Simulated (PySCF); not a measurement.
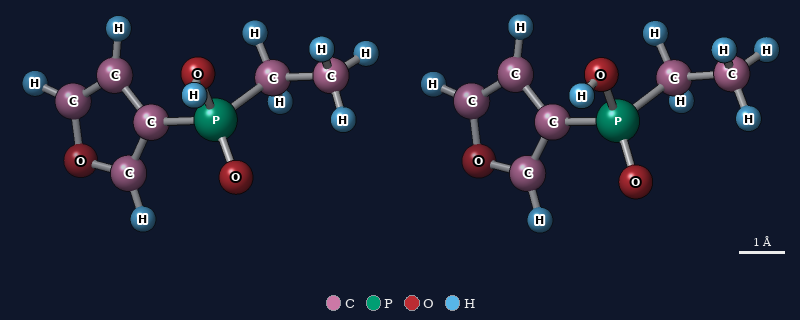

Two geometries of C6H9O3P, drawn at one scale. One is the start of a relaxation, the other its converged end. Style: ball-and-stick. Shown from a free direction.

Method: PySCF, PBE0-D3(BJ)/def2-SVP geometry optimisation, gas phase. 

### Which geometry has the lower energy?

The right one is the relaxed one. The start comes from GFN2-xTB. Its atoms were then displaced at random by about 0.01 Å. The energy falls by 3.87 kcal/mol in 9 geometry steps. The atom that moves furthest after the best rigid fit is an H atom (0.30 Å). By element the largest moves are H 0.30 Å, O 0.18 Å, P 0.06 Å, C 0.06 Å. Among the contacts that change: C–H 1.060 → 1.100 Å, C–P 1.838 → 1.807 Å, C–C 1.409 → 1.437 Å, C–C 1.549 → 1.523 Å. Among the angles between lasting bonds that change: O–P–O 110.5° → 115.0°, O–P–C 116.6° → 112.2°, H–C–H 111.3° → 107.8°. Groups turn about O–P by about 25°. The run took 5 min on 1 thread of Arm Neoverse N1 (shared host).
